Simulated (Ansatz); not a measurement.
Run report: GeH4ClOF, nudged elastic band

System: GeH4ClOF.
Method: RKS PBE-D4/def2-SVP (Ansatz 0.2.0).

It belongs to a series of runs on one base structure; here: band between the two ends. Figures and captions count atoms from 1; the log counts them from 0 in places.

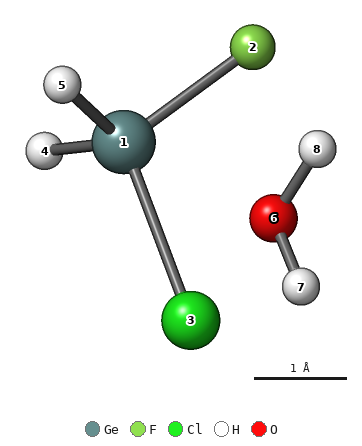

The input geometry (ball-and-stick view, seen at a tilt; atoms are numbered from 1 in the order of the input). Sticks mark near contacts. Bond lengths as drawn: Cl–Ge 2.18 Å, F–Ge 1.77 Å, Ge–H 1.54 to 1.55 Å and H–O 0.98 Å.

**Input**
```yaml
crystal:
  periodic: [false, false, false]
  atoms:
    - { symbol: Ge, position_ang: [-0.121148, -0.170867, -0.101589] }
    - { symbol: F, position_ang: [-0.163118, -0.299758, 1.663028] }
    - { symbol: Cl, position_ang: [1.955484, -0.398594, -0.724207] }
    - { symbol: H, position_ang: [-0.727513, 1.159423, -0.574034] }
    - { symbol: H, position_ang: [-0.836226, -1.462025, -0.569236] }
    - { symbol: O, position_ang: [1.183846, 2.040097, 1.250745] }
    - { symbol: H, position_ang: [2.033355, 1.653592, 0.960602] }
    - { symbol: H, position_ang: [0.914519, 1.430432, 1.96769] }
basis:
  gaussian: { orbitals: def2-SVP }
hamiltonian:
  xc: pbe
  dispersion: d4
neb:
  order_check: false
  images: 5
  f_tol: 0.03
  max_iterations: 60
  final_atoms:
    - { symbol: Ge, position_ang: [0.38716304, 0.20056574, -0.23193313] }
    - { symbol: F, position_ang: [-0.81186126, 0.68503004, 2.23157264] }
    - { symbol: Cl, position_ang: [1.78535757, 0.03146177, -1.89989206] }
    - { symbol: H, position_ang: [-0.82234017, 1.02798399, -0.68778917] }
    - { symbol: H, position_ang: [0.16687996, -1.23453675, 0.28817103] }
    - { symbol: O, position_ang: [1.26656673, 1.23668438, 0.99373229] }
    - { symbol: H, position_ang: [2.1967476, 0.96348977, 1.1046851] }
    - { symbol: H, position_ang: [0.07068553, 1.04162106, 2.0744523] }
  initial_path:
    images:
      - { positions_ang: [[-0.121148, -0.170867, -0.101589], [-0.163118, -0.299758, 1.663028], [1.955484, -0.398594, -0.724207], [-0.727513, 1.159423, -0.574034], [-0.836226, -1.462025, -0.569236], [1.183846, 2.040097, 1.250745], [2.033355, 1.653592, 0.960602], [0.914519, 1.430432, 1.96769]] }
      - { positions_ang: [[-0.08172798, -0.1170561, -0.06337099], [-0.10964704, -0.1852714, 1.78947516], [2.00049286, -0.27935482, -0.72475588], [-0.72688136, 1.18815383, -0.5613925], [-0.80422614, -1.4023752, -0.53612265], [1.15329984, 1.90606213, 1.04141441], [1.97801439, 1.54725508, 1.03867512], [0.82987443, 1.29488648, 1.88907633]] }
      - { positions_ang: [[-0.04230795, -0.0632452, -0.02515298], [-0.05617609, -0.07078481, 1.91592232], [2.04550172, -0.16011564, -0.72530477], [-0.72624971, 1.21688466, -0.548751], [-0.77222628, -1.34272539, -0.50300931], [1.12275367, 1.77202727, 0.83208383], [1.92267377, 1.44091815, 1.11674825], [0.74522987, 1.15934097, 1.81046266]] }
      - { positions_ang: [[-0.00288793, -0.0094343, 0.01306503], [-0.00270513, 0.04370179, 2.04236948], [2.09051058, -0.04087647, -0.72585365], [-0.72561807, 1.24561548, -0.5361095], [-0.74022641, -1.28307559, -0.46989596], [1.09220751, 1.6379924, 0.62275324], [1.86733316, 1.33458123, 1.19482137], [0.6605853, 1.02379545, 1.73184899]] }
      - { positions_ang: [[0.12712906, 0.06056571, -0.06860102], [-0.27242384, 0.25747787, 2.1054372], [1.98879291, -0.01676372, -1.11719979], [-0.75785877, 1.17307165, -0.58666939], [-0.43785762, -1.26689598, -0.21720697], [1.15032725, 1.50422306, 0.74641293], [1.97713797, 1.21088408, 1.16477595], [0.46395204, 1.02973732, 1.84605009]] }
      - { positions_ang: [[0.25714605, 0.13056572, -0.15026707], [-0.54214255, 0.47125396, 2.16850492], [1.88707524, 0.00734903, -1.50854592], [-0.79009947, 1.10052782, -0.63722928], [-0.13548883, -1.25071637, 0.03548203], [1.20844699, 1.37045372, 0.87007261], [2.08694278, 1.08718693, 1.13473053], [0.26731879, 1.03567919, 1.9602512]] }
      - { positions_ang: [[0.38716304, 0.20056574, -0.23193313], [-0.81186126, 0.68503004, 2.23157264], [1.78535757, 0.03146177, -1.89989206], [-0.82234017, 1.02798399, -0.68778917], [0.16687996, -1.23453675, 0.28817103], [1.26656673, 1.23668438, 0.99373229], [2.1967476, 0.96348977, 1.1046851], [0.07068553, 1.04162106, 2.0744523]] }
```

Launch command:
```bash
ansatz run input.yaml --threads 2 --pin off --max-ram 3072MiB --backend cpu --events-out ev --progress --plain --runs-dir out
```

**The program's output**
```
Engine: ansatz 0.2.0, x86_64-unknown-linux-gnu
Functional definition: PBE
  parameter kappa = 0.804
  parameter beta = 0.06672455060314922
  exchange = pbe_x(kappa = kappa, mu = beta*pi^2/3)
  correlation = pbe_c(beta = beta)
1069 factors; their error is unknown
mean field evaluation 1: about -73832.2994 eV, gradient 6.2e1 eV
mean field evaluation 2: about -73776.7378 eV, gradient 1.6e2 eV
mean field evaluation 4: about -73838.2567 eV, gradient 1.4e1 eV
mean field evaluation 8: about -73838.5640 eV, gradient 9.2e-2 eV
mean field evaluation 16: about -73838.5041 eV, gradient 6.0e-5 eV
mean field -73838.50414154 eV, -2713.5149776658 hartree, gradient 6.0e-5 eV, S^2 0.000000; 0 other end points of the search recorded, 0 dependent functions left out
the calculation of the forces begins
reference -73838.50417314 eV, -2713.5149788272 hartree; 35, 35 occupied and 63, 63 virtual orbitals, 1069 factors
1069 factors; their error is unknown
mean field evaluation 32: about -73838.3268 eV, gradient 6.1e-5 eV
mean field -73838.32676220 eV, -2713.5084590955 hartree, gradient 6.1e-5 eV, S^2 0.000000; 0 other end points of the search recorded, 0 dependent functions left out
[... from here on the field's lines of each further geometry are left out, up to the last ...]
NEB iter   1: max|band force component| = 5.738e0 eV/Å  barrier→ = 3.0043 eV  barrier← = 2.8214 eV  Δτ_max = 0.2000 Å  (187 SCF iters)
NEB iter   2: max|band force component| = 3.343e0 eV/Å  barrier→ = 1.3748 eV  barrier← = 1.1919 eV  Δτ_max = 0.2000 Å  (167 SCF iters)
NEB iter   3: max|band force component| = 1.426e0 eV/Å  barrier→ = 0.8306 eV  barrier← = 0.6478 eV  Δτ_max = 0.2000 Å  (160 SCF iters)
NEB iter   4: max|band force component| = 6.871e-1 eV/Å  barrier→ = 0.7104 eV  barrier← = 0.5275 eV  Δτ_max = 0.1119 Å  (149 SCF iters)
NEB iter   5: max|band force component| = 5.063e-1 eV/Å  barrier→ = 0.6332 eV  barrier← = 0.4503 eV  CI = image 3  Δτ_max = 0.1696 Å  (140 SCF iters)
NEB iter   6: max|band force component| = 7.348e-1 eV/Å  barrier→ = 0.6104 eV  barrier← = 0.4275 eV  CI = image 3  Δτ_max = 0.0855 Å  (138 SCF iters)
NEB iter   7: max|band force component| = 1.583e-1 eV/Å  barrier→ = 0.5896 eV  barrier← = 0.4067 eV  CI = image 3  Δτ_max = 0.1204 Å  (136 SCF iters)
NEB iter   8: max|band force component| = 1.415e-1 eV/Å  barrier→ = 0.5701 eV  barrier← = 0.3873 eV  CI = image 3  Δτ_max = 0.1024 Å  (140 SCF iters)
NEB iter   9: max|band force component| = 2.055e-1 eV/Å  barrier→ = 0.5659 eV  barrier← = 0.3831 eV  CI = image 3  Δτ_max = 0.0517 Å  (134 SCF iters)
NEB iter  10: max|band force component| = 1.469e-1 eV/Å  barrier→ = 0.5626 eV  barrier← = 0.3797 eV  CI = image 3  Δτ_max = 0.0253 Å  (139 SCF iters)
NEB iter  11: max|band force component| = 6.323e-2 eV/Å  barrier→ = 0.5618 eV  barrier← = 0.3790 eV  CI = image 3  Δτ_max = 0.0082 Å  (140 SCF iters)
NEB iter  12: max|band force component| = 3.783e-2 eV/Å  barrier→ = 0.5613 eV  barrier← = 0.3784 eV  CI = image 3  Δτ_max = 0.0169 Å  (126 SCF iters)
the calculation of the forces begins
reference -73838.27654357 eV, -2713.5066135947 hartree; 35, 35 occupied and 63, 63 virtual orbitals, 1069 factors
1069 factors; their error is unknown
mean field evaluation 608: about -73837.6300 eV, gradient 1.2e1 eV
mean field -73837.94337396 eV, -2713.4943698375 hartree, gradient 1.3e-5 eV, S^2 0.000000; 1 other end points of the search recorded, 0 dependent functions left out
the calculation of the forces begins
reference -73837.94340358 eV, -2713.4943709261 hartree; 35, 35 occupied and 63, 63 virtual orbitals, 1069 factors
NEB iter  13: max|band force component| = 1.663e-2 eV/Å  barrier→ = 0.5609 eV  barrier← = 0.3781 eV  CI = image 3  Δτ_max = 0.0000 Å  (270 SCF iters)
```

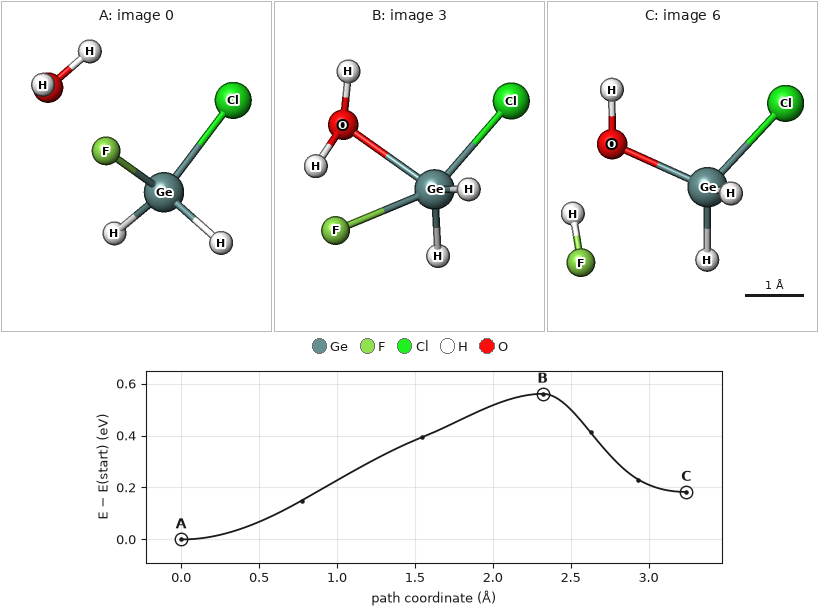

Images of the last band (counted from 0; ball-and-stick, seen at a tilt) above the energy along the path; the line is a cubic interpolation that uses the forces. The highest image is number 3, 0.561 eV above the start and 0.378 eV above the end (the climbing image); the end lies 0.183 eV above the start. The path is 3.24 Å long. The band converged in 13 iterations.

```
Total energy: -73838.09357236 eV, -2713.4998895266 hartree
Atom 0 at     0.143577     0.201553    -0.065017 Å, force    -0.018504    -0.007722    -0.010605 eV/Å
Atom 1 at    -0.700273     0.483098     1.772765 Å, force     0.000507    -0.001710     0.010647 eV/Å
Atom 2 at     1.805685     0.142640    -1.560345 Å, force     0.003248    -0.000415    -0.004540 eV/Å
Atom 3 at    -0.902145     1.094241    -0.748174 Å, force     0.006539    -0.000142    -0.000458 eV/Å
Atom 4 at     0.015876    -1.311589     0.194772 Å, force     0.005057     0.000651    -0.000451 eV/Å
Atom 5 at     1.261652     1.329169     1.134074 Å, force    -0.008231     0.015880     0.009527 eV/Å
Atom 6 at     2.155771     0.964848     1.290006 Å, force     0.010400    -0.011129     0.003345 eV/Å
Atom 7 at     0.459057     1.048339     1.854919 Å, force     0.000984     0.004587    -0.007466 eV/Å
Dipole moment:     0.176113    -0.023383     0.299910 e Å
this run last wrote the band of iteration 13 to [file]
```

**The last band as extended XYZ (Å, eV, eV/Å)**
```
8
Properties=species:S:1:pos:R:3:forces:R:3 image=0 energy=-73838.65446
Ge   -0.1211   -0.1709   -0.1016    0.0031   0.0047  -0.0024
F    -0.1631   -0.2998    1.6630   -0.0016  -0.0018   0.0076
Cl    1.9555   -0.3986   -0.7242   -0.0069   0.0004  -0.0010
H    -0.7275    1.1594   -0.5740    0.0033  -0.0002   0.0009
H    -0.8362   -1.4620   -0.5692    0.0053   0.0023   0.0005
O     1.1838    2.0401    1.2507    0.0002  -0.0080  -0.0052
H     2.0334    1.6536    0.9606   -0.0004   0.0021   0.0013
H     0.9145    1.4304    1.9677   -0.0030   0.0004  -0.0018
8
Properties=species:S:1:pos:R:3:forces:R:3 image=1 energy=-73838.50468
Ge   -0.0716   -0.0267   -0.0589   -0.0280  -0.0523  -0.0223
F    -0.3619   -0.0533    1.7126    0.1153  -0.1188  -0.0008
Cl    1.9428   -0.1587   -0.9541    0.0240  -0.0849   0.1309
H    -0.8632    1.1336   -0.6872    0.0194   0.0209   0.0312
H    -0.5490   -1.4725   -0.3263   -0.1406  -0.0153  -0.1278
O     1.2297    1.8044    1.1632   -0.0054   0.1112   0.0200
H     2.0925    1.3494    1.0767   -0.0184   0.0853  -0.0393
H     0.8199    1.3761    1.9470    0.0336   0.0539   0.0080
8
Properties=species:S:1:pos:R:3:forces:R:3 image=2 energy=-73838.26064
Ge   -0.0013    0.0962   -0.0197   -0.0405  -0.0297   0.0053
F    -0.6253    0.2118    1.7165    0.0206  -0.0912  -0.0109
Cl    1.8886    0.0280   -1.2462    0.0265  -0.0349   0.1033
H    -0.9014    1.1020   -0.7570    0.0006   0.0118  -0.0017
H    -0.2469   -1.4306   -0.0539   -0.0905  -0.0367  -0.0925
O     1.2446    1.5463    1.1302    0.0015   0.0649   0.0084
H     2.1397    1.1493    1.1687   -0.0043   0.0572  -0.0411
H     0.7412    1.2493    1.9344    0.0860   0.0586   0.0293
8
Properties=species:S:1:pos:R:3:forces:R:3 image=3 energy=-73838.09354
Ge    0.1436    0.2016   -0.0650   -0.0185  -0.0077  -0.0106
F    -0.7003    0.4831    1.7728    0.0005  -0.0017   0.0106
Cl    1.8057    0.1426   -1.5603    0.0032  -0.0004  -0.0045
H    -0.9021    1.0942   -0.7482    0.0065  -0.0001  -0.0005
H     0.0159   -1.3116    0.1948    0.0051   0.0007  -0.0005
O     1.2617    1.3292    1.1341   -0.0082   0.0159   0.0095
H     2.1558    0.9648    1.2900    0.0104  -0.0111   0.0033
H     0.4591    1.0483    1.8549    0.0010   0.0046  -0.0075
8
Properties=species:S:1:pos:R:3:forces:R:3 image=4 energy=-73838.24240
Ge    0.2409    0.2182   -0.1088    0.2664   0.0475  -0.1332
F    -0.6848    0.5421    1.9078   -0.0041   0.1431   0.3085
Cl    1.8094    0.1120   -1.6510    0.0563  -0.0515  -0.1906
H    -0.8894    1.0729   -0.7093    0.0769  -0.0054   0.0684
H     0.0411   -1.2741    0.2397    0.0445   0.1211   0.0550
O     1.2657    1.3014    1.0768    0.0068  -0.0875  -0.1127
H     2.1786    0.9809    1.2099    0.0425  -0.0122  -0.1369
H     0.2777    0.9990    1.9078   -0.4893  -0.1552   0.1417
8
Properties=species:S:1:pos:R:3:forces:R:3 image=5 energy=-73838.42401
Ge    0.3216    0.2234   -0.1675    0.1083   0.0113  -0.0776
F    -0.7414    0.5856    2.0630   -0.0869   0.0477   0.1647
Cl    1.8014    0.0707   -1.7725    0.0245  -0.0346  -0.1268
H    -0.8591    1.0644   -0.6787    0.0583   0.0077   0.0167
H     0.0834   -1.2335    0.2806    0.0497   0.0541   0.0234
O     1.2709    1.2669    1.0312    0.0045  -0.0485  -0.0406
H     2.2032    0.9891    1.1131    0.0160  -0.0053  -0.0784
H     0.1592    0.9855    2.0038   -0.1744  -0.0324   0.1186
8
Properties=species:S:1:pos:R:3:forces:R:3 image=6 energy=-73838.47159
Ge    0.3872    0.2006   -0.2319    0.0039  -0.0051   0.0255
F    -0.8119    0.6850    2.2316   -0.0057   0.0026  -0.0074
Cl    1.7854    0.0315   -1.8999    0.0073  -0.0029  -0.0043
H    -0.8223    1.0280   -0.6878   -0.0060   0.0020   0.0016
H     0.1669   -1.2345    0.2882    0.0013   0.0086  -0.0086
O     1.2666    1.2367    0.9937   -0.0249   0.0114  -0.0241
H     2.1967    0.9635    1.1047    0.0213  -0.0102   0.0027
H     0.0707    1.0416    2.0745    0.0028  -0.0065   0.0146
```

**Key numbers**

- outcome: converged
- barrier, forward: 0.561 eV
- barrier, backward: 0.378 eV
- hardware: 2 threads of Intel Xeon (Granite Rapids), 32 GiB of memory available, shared host
- wall time: 55 s (CPU time 1.7 min)
- peak memory: 0.16 GiB

The order of the saddle point was not checked.
